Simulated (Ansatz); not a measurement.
SnTe: response to strain

The parent structure is SnTe in the rock salt structure (space group Fm-3m, No. 225; a = 6.289 Å). Axes: x, y, z lie along the cube axes.

Strains are applied to the cell and any free atomic positions relax; under biaxial strain the out-of-plane vector relaxes too.

Method: Ansatz (a program for electronic structure), PBEsol, PAW, cutoff 420 eV, no SOC.

Notes on the quantities. pressure: mean of the normal stresses, compression positive.

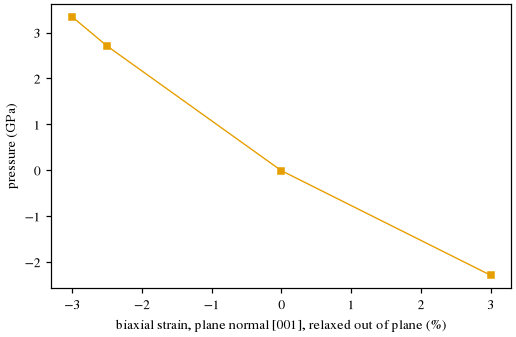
Figure: Pressure against biaxial strain, plane normal [001], relaxed out of plane

From the plot, what is the pressure for biaxial strain −3.00 %, plane normal [001], relaxed out of plane?

About 3.3 GPa.

Is the trend monotonic over the range shown?

Yes, it falls throughout, spanning -2.3 GPa to 3.3 GPa.

Stability against distortions was not tested. The final runs are not spin-polarised.
